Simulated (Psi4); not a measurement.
ZnHBr: geometry relaxation (part 3 of 3)

ZnHBr; wB97X-D/def2-SVP, RKS (Psi4 1.11). The geometry comes from this level: PBE0-D4/def2-TZVP.

Geometry of the input (Å):
```
Zn -0.1938  -0.1113  -0.1182
Br 1.5894  0.7299  0.9485
H  -1.4065  -0.6833  -0.8435
```

### Output, continued
```
	----------------------------------------------------------------------------------------------
	   Step    Total Energy     Delta E     Max Force     RMS Force      Max Disp      RMS Disp
	----------------------------------------------------------------------------------------------
	  Convergence Criteria     1.00e-06 *    3.00e-04 *             o    1.20e-03 *             o
	----------------------------------------------------------------------------------------------
	     2   -4353.73879188   -3.49e-06      2.09e-04 *    1.07e-04 o    1.50e-03      7.73e-04 o  ~
	----------------------------------------------------------------------------------------------

Next Geometry in Ang
	Fragment 1 (Ang)

	   Zn  -0.0000000039   0.0000125141  -1.2168848510
	   Br   0.0000000016  -0.0000058392   1.0205863712
	    H   0.0000000023   0.0000698142  -2.7429092383

    Structure for next step:
    Molecular point group: c1
    Full point group: C_inf_v

    Geometry (in Bohr), charge = 0, multiplicity = 1:

    ZN          -0.000000000309    -0.000000592879    -2.299371577339
    BR          -0.000000000309    -0.000000592882     1.928836246391
    H            0.000000043829     0.000084033936    -5.183139730828

gradient() will perform analytic gradient computation.

   => Loading Basis Set <=

    Name: DEF2-SVP
    Role: ORBITAL
    Keyword: BASIS

   => WB97X-D: Empirical Dispersion <=

    Chai and Head-Gordon Dispersion Correction

        s6 =       1.000000

         ---------------------------------------------------------
                                   SCF
                              RKS Reference
                        1 Threads,   1525 MiB Core
         ---------------------------------------------------------

  ==> Geometry <==

    Molecular point group: c1
    Full point group: C_inf_v

    Geometry (in Bohr), charge = 0, multiplicity = 1:

       Center              X                  Y                   Z               Mass
    ------------   -----------------  -----------------  -----------------  -----------------
         ZN          -0.000000000309    -0.000000592879    -2.299371577339    63.929142010000
         BR          -0.000000000309    -0.000000592882     1.928836246391    78.918337600000
         H            0.000000043829     0.000084033936    -5.183139730828     1.007825032230

  Running in c1 symmetry.

  Rotational constants: A = ************  B =      0.09139  C =      0.09139 [cm^-1]
  Rotational constants: A = ************  B =   2739.91938  C =   2739.91938 [MHz]
  Nuclear repulsion =  263.656496214146159

  Charge       = 0
  Multiplicity = 1
  Electrons    = 66
  Nalpha       = 33
  Nbeta        = 33

  ==> Algorithm <==

  SCF Algorithm Type is DF.
  DIIS enabled.
  MOM disabled.
  Fractional occupation disabled.
  Guess Type is READ.
  Energy threshold   = 1.00e-08
  Density threshold  = 1.00e-08
  Integral threshold = 1.00e-12

  ==> Primary Basis <==

  Basis Set: DEF2-SVP
    Blend: DEF2-SVP
    Number of shells: 26
    Number of basis functions: 68
    Number of Cartesian functions: 76
    Spherical Harmonics?: true
    Max angular momentum: 3

  ==> DFT Potential <==

   => LibXC <=

    Version 7.1.2

   => Composite Functional: WB97X-D <=

    wB97X-D Hyb-GGA Exchange-Correlation Functional

    Deriv               =              1
    GGA                 =           TRUE
    Meta                =          FALSE

    Exchange Hybrid     =           TRUE
    MP2 Hybrid          =          FALSE

   => Exchange-Correlation Functionals <=

    1.0000   wB97X-D range-separated functional

   => Exact (HF) Exchange <=

    0.7780            HF,LR [omega = 0.2000]
    0.2220               HF

   => LibXC Density Thresholds  <==

    XC_HYB_GGA_XC_WB97X_D:  1.00E-14

   => Molecular Quadrature <=

    Radial Scheme          =       TREUTLER
    Pruning Scheme         =           NONE
    Nuclear Scheme         =       TREUTLER

    Blocking Scheme        =         OCTREE
    BS radius alpha        =              1
    Pruning alpha          =              1
    Radial Points          =             75
    Spherical Points       =            302
    Total Points           =          65032
    Total Blocks           =            579
    Max Points             =            256
    Max Functions          =             68
    Weights Tolerance      =       1.00E-15

   => Loading Basis Set <=

    Name: (DEF2-SVP AUX)
    Role: JKFIT
    Keyword: DF_BASIS_SCF

   => Loading Basis Set <=

    Name: DEF2-SVP
    Role: ORBITAL
    Keyword: BASIS

  Reading orbitals from file s0/calc.mol.559848.180.npy, no projection.

  ==> Integral Setup <==

  DFHelper Memory: AOs need 0.057 GiB; user supplied 1.034 GiB.
  SCF_SUBTYPE=INCORE selected. In-core MEM_DF algorithm will be used.
  Using in-core AOs.

  ==> MemDFJK: Density-Fitted J/K Matrices <==

    J tasked:                   Yes
    K tasked:                   Yes
    wK tasked:                  Yes
    Omega:                2.000E-01
    Memory [MiB]:              1058
    Algorithm:                 Core
    Schwarz Cutoff:           1E-12
    Mask sparsity (%):       6.1419
    Fitting Condition:        1E-10

   => Auxiliary Basis Set <=

  Basis Set: (DEF2-SVP AUX)
    Blend: DEF2-UNIVERSAL-JKFIT
    Number of shells: 124
    Number of basis functions: 548
    Number of Cartesian functions: 768
    Spherical Harmonics?: true
    Max angular momentum: 6

  Cached 100.0% of DFT collocation blocks in 0.084 [GiB].

  Minimum eigenvalue in the overlap matrix is 3.7814836662E-02.
  Reciprocal condition number of the overlap matrix is 1.1785090187E-02.
    Using symmetric orthogonalization.

  ==> Pre-Iterations <==

  SCF Guess: Orbitals guess was supplied from a previous computation.

   -------------------------------------------------------
    Irrep   Nso     Nmo     Nalpha   Nbeta   Ndocc  Nsocc
   -------------------------------------------------------
     A         68      68      33      33      33       0
   -------------------------------------------------------
    Total      68      68      33      33      33       0
   -------------------------------------------------------

  ==> Iterations <==

                           Total Energy        Delta E     RMS |[F,P]|

   @DF-RKS iter   0: -4353.73897564716481   -4.35374e+03   3.61960e-05
   @DF-RKS iter   1: -4353.73879175849197    1.83889e-04   2.20492e-06 DIIS
   @DF-RKS iter   2: -4353.73879176912124   -1.06293e-08   1.37149e-06 DIIS
   @DF-RKS iter   3: -4353.73879177201252   -2.89128e-09   3.18262e-07 DIIS
   @DF-RKS iter   4: -4353.73879177211256   -1.00044e-10   9.08850e-08 DIIS
   @DF-RKS iter   5: -4353.73879177212893   -1.63709e-11   4.31629e-08 DIIS
   @DF-RKS iter   6: -4353.73879177213712   -8.18545e-12   5.56588e-09 DIIS
  Energy and wave function converged.

  ==> Post-Iterations <==

   Electrons on quadrature grid:
      Ntotal   =   65.9999989683 ; deviation = -1.032e-06

    Orbital Energies [Eh]
    ---------------------

    Doubly Occupied:

       1A   -483.034623     2A   -347.556449     3A    -62.617102
       4A    -56.423318     5A    -56.421655     6A    -56.421655
       7A    -42.429069     8A    -37.400649     9A    -37.400649
      10A    -37.399372    11A     -8.785605    12A     -6.606903
      13A     -6.600129    14A     -6.600129    15A     -4.973008
      16A     -3.358311    17A     -3.358311    18A     -3.356326
      19A     -2.711524    20A     -2.709520    21A     -2.709520
      22A     -2.704186    23A     -2.704156    24A     -0.843574
      25A     -0.632394    26A     -0.623120    27A     -0.623120
      28A     -0.622418    29A     -0.622412    30A     -0.449086
      31A     -0.395161    32A     -0.366890    33A     -0.366890

    Virtual:

      34A      0.050314    35A      0.093997    36A      0.093997
      37A      0.134493    38A      0.329031    39A      0.441900
      40A      0.618445    41A      0.618445    42A      0.628757
      43A      0.628762    44A      0.629244    45A      0.690745
      46A      0.727356    47A      0.727356    48A      1.024385
      49A      1.294492    50A      1.294492    51A      1.376445
      52A      1.376449    53A      1.608406    54A      1.754546
      55A      1.754546    56A      2.297911    57A      3.539695
      58A      3.539717    59A      3.574098    60A      3.574098
      61A      3.823079    62A      6.580410    63A      6.580410
      64A      6.583069    65A      6.583108    66A      6.588242
      67A      6.588242    68A      6.637355

    Final Occupation by Irrep:
              A
    DOCC [    33 ]
    NA   [    33 ]
    NB   [    33 ]

  @DF-RKS Final Energy: -4353.73879177213712

   => Energetics <=

    Nuclear Repulsion Energy =            263.6564962141461592
    One-Electron Energy =               -6591.3654181412111939
    Two-Electron Energy =                2095.8589790259634356
    DFT Exchange-Correlation Energy =    -121.8886279449834689
    Empirical Dispersion Energy =          -0.0002209260526001
    VV10 Nonlocal Energy =                  0.0000000000000000
    Total Energy =                      -4353.7387917721371196

Computation Completed

Properties will be evaluated at   0.000000,   0.000000,   0.000000 [a0]

Properties computed using the SCF density matrix

 Multipole Moments:

 ------------------------------------------------------------------------------------
     Multipole            Electronic (a.u.)      Nuclear  (a.u.)        Total (a.u.)
 ------------------------------------------------------------------------------------

 L = 1.  Multiply by 2.5417464519 to convert [e a0] to [Debye]
 Dipole X            :         -0.0000000            0.0000000           -0.0000000
 Dipole Y            :         -0.0000699            0.0000455           -0.0000244
 Dipole Z            :          5.9456471           -6.6550184           -0.7093714
 Magnitude           :                                                    0.7093714

 ------------------------------------------------------------------------------------

	total time  =          1 seconds =       0.02 minutes

         ------------------------------------------------------------
                                   SCF GRAD
         ------------------------------------------------------------

  ==> Geometry <==

    Molecular point group: c1
    Full point group: C_inf_v

    Geometry (in Bohr), charge = 0, multiplicity = 1:

       Center              X                  Y                   Z               Mass
    ------------   -----------------  -----------------  -----------------  -----------------
         ZN          -0.000000000309    -0.000000592879    -2.299371577339    63.929142010000
         BR          -0.000000000309    -0.000000592882     1.928836246391    78.918337600000
         H            0.000000043829     0.000084033936    -5.183139730828     1.007825032230

  Nuclear repulsion =  263.656496214146159

  ==> Basis Set <==

  Basis Set: DEF2-SVP
    Blend: DEF2-SVP
    Number of shells: 26
    Number of basis functions: 68
    Number of Cartesian functions: 76
    Spherical Harmonics?: true
    Max angular momentum: 3

  ==> DFJKGrad: Density-Fitted SCF Gradients <==

    Gradient:                    1
    J tasked:                  Yes
    K tasked:                  Yes
    wK tasked:                 Yes
    Omega:               2.000E-01
    Integrals threads:           1
    Memory [MiB]:             1144
    Schwarz Cutoff:          1E-12
    Fitting Condition:       1E-10

   => Auxiliary Basis Set <=

  Basis Set: (DEF2-SVP AUX)
    Blend: DEF2-UNIVERSAL-JKFIT
    Number of shells: 124
    Number of basis functions: 548
    Number of Cartesian functions: 768
    Spherical Harmonics?: true
    Max angular momentum: 6

  ==> DFT Potential <==

   => LibXC <=

    Version 7.1.2

   => Composite Functional: WB97X-D <=

    wB97X-D Hyb-GGA Exchange-Correlation Functional

    Deriv               =              1
    GGA                 =           TRUE
    Meta                =          FALSE

    Exchange Hybrid     =           TRUE
    MP2 Hybrid          =          FALSE

   => Exchange-Correlation Functionals <=

    1.0000   wB97X-D range-separated functional

   => Exact (HF) Exchange <=

    0.7780            HF,LR [omega = 0.2000]
    0.2220               HF

   => LibXC Density Thresholds  <==

    XC_HYB_GGA_XC_WB97X_D:  1.00E-14

   => Molecular Quadrature <=

    Radial Scheme          =       TREUTLER
    Pruning Scheme         =           NONE
    Nuclear Scheme         =       TREUTLER

    Blocking Scheme        =         OCTREE
    BS radius alpha        =              1
    Pruning alpha          =              1
    Radial Points          =             75
    Spherical Points       =            302
    Total Points           =          65032
    Total Blocks           =            579
    Max Points             =            256
    Max Functions          =             68
    Weights Tolerance      =       1.00E-15

  -Total Gradient:
     Atom            X                  Y                   Z
    ------   -----------------  -----------------  -----------------
       1       -0.000000000510    -0.000000981136    -0.000181173056
       2        0.000000000194     0.000000372856    -0.000186296252
       3        0.000000000283     0.000000544551    -0.000190063326

	total time  =          1 seconds =       0.02 minutes

    			-----------------------------------------

    			 OPTKING 3.0: for geometry optimizations

    			        with contributions from

    			-----------------------------------------

	                            ===> Fragment 1 <==

	 Z (Atomic Numbers)          Masses                          Geom
	      30.000000            63.929142         -0.00000000 -0.00000059 -2.29937158
	      35.000000            78.918338         -0.00000000 -0.00000059  1.92883625
	       1.000000             1.007825          0.00000004  0.00008403 -5.18313973

	 - Coordinate -           - BOHR/RAD -       - ANG/DEG -
	 R(1,2)           =         4.228208           2.237471
	 R(1,3)           =         2.883768           1.526024
	 L(2,1,3)         =         3.141563         179.998319
	 l(2,1,3)         =         3.141593         180.000000

	        --- Internal Coordinate Step in ANG or DEG, aJ/ANG or AJ/DEG ---
	-------------------------------------------------------------------------------
	           Coordinate      Previous         Force          Change          New
	           ----------      --------        ------          ------        ------
	               R(1,2)       2.23747        0.00000        0.00000       2.23747
	               R(1,3)       1.52602       -0.00003       -0.00001       1.52601
	             L(2,1,3)     179.99832        0.00000        0.00059     179.99891
	             l(2,1,3)     180.00000        0.00000       -0.00000     180.00000
	-------------------------------------------------------------------------------

	                                 ==> Convergence Check <==

	Measures of convergence in internal coordinates in au.

	Criteria marked as inactive (o), active & met (*), and active & unmet ( ).

	----------------------------------------------------------------------------------------------
	   Step    Total Energy     Delta E     Max Force     RMS Force      Max Disp      RMS Disp
	----------------------------------------------------------------------------------------------
	  Convergence Criteria     1.00e-06 *    3.00e-04 *             o    1.20e-03 *             o
	----------------------------------------------------------------------------------------------
	     3   -4353.73879177    1.04e-07 *    4.22e-06 *    2.28e-06 o    2.70e-05 *    1.46e-05 o  ~
	----------------------------------------------------------------------------------------------

Next Geometry in Ang
	Fragment 1 (Ang)

	   Zn   0.0000000030   0.0000058164  -1.2167805652
	   Br  -0.0000000015  -0.0000027993   1.0206929564
	    H   0.0000000213   0.0000408242  -2.7427906694

    Final optimized geometry and variables:
    Molecular point group: c1
    Full point group: C_inf_v

    Geometry (in Bohr), charge = 0, multiplicity = 1:

    ZN          -0.000000000309    -0.000000592879    -2.299371577339
    BR          -0.000000000309    -0.000000592882     1.928836246391
    H            0.000000043829     0.000084033936    -5.183139730828

    Psi4 run time: 0:00:08.22
```

### Standard output
```
Optimizer: Optimization complete!
```

### Trajectory as extended XYZ (Å, eV, eV/Å), 3 frames, from step=0 to step=2
```
3
Properties=species:S:1:pos:R:3:forces:R:3 step=0 energy=-118471.26779
Zn   -0.1938   -0.1113   -0.1182    0.0701   0.0331   0.0421
Br    1.5894    0.7299    0.9485   -0.0376  -0.0178  -0.0226
H    -1.4065   -0.6833   -0.8435   -0.0095  -0.0045  -0.0058
3
Properties=species:S:1:pos:R:3:forces:R:3 step=1 energy=-118471.26788
Zn   -0.1923   -0.1106   -0.1173    0.0180   0.0086   0.0108
Br    1.5882    0.7293    0.9478   -0.0009  -0.0005  -0.0006
H    -1.4061   -0.6831   -0.8433    0.0058   0.0027   0.0034
3
Properties=species:S:1:pos:R:3:forces:R:3 step=2 energy=-118471.26788
Zn   -0.1919   -0.1104   -0.1171    0.0074   0.0035   0.0044
Br    1.5879    0.7292    0.9476    0.0076   0.0036   0.0046
H    -1.4059   -0.6830   -0.8432    0.0078   0.0037   0.0046
```

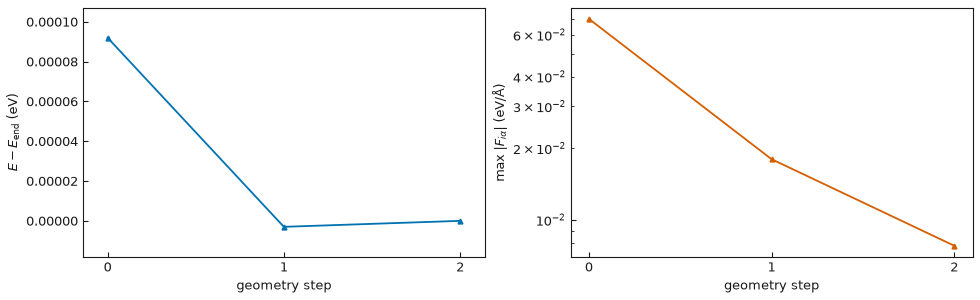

**Figure 1.** Progress of the relaxation, step by step (steps are counted from 0). After 2 geometry steps the energy has fallen by next to nothing (0.0 eV). Largest force component: 0.07 eV/Å at the start, 0.0078 eV/Å at the end. The atoms keep their places after the best rigid fit (all moves are under 0.005 Å). Among the contacts that change: Zn1–Br2 2.242 → 2.237 Å. (Atoms are counted from 1 in the order of the input.)

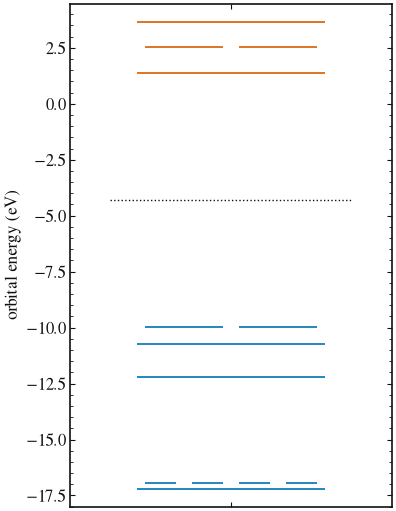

**Figure 2.** Orbital energies near the frontier; the dotted line parts filled from empty levels, and levels within 0.02 eV of each other stand side by side. Highest filled −9.98 eV, lowest empty 1.37 eV, 11.35 eV apart.
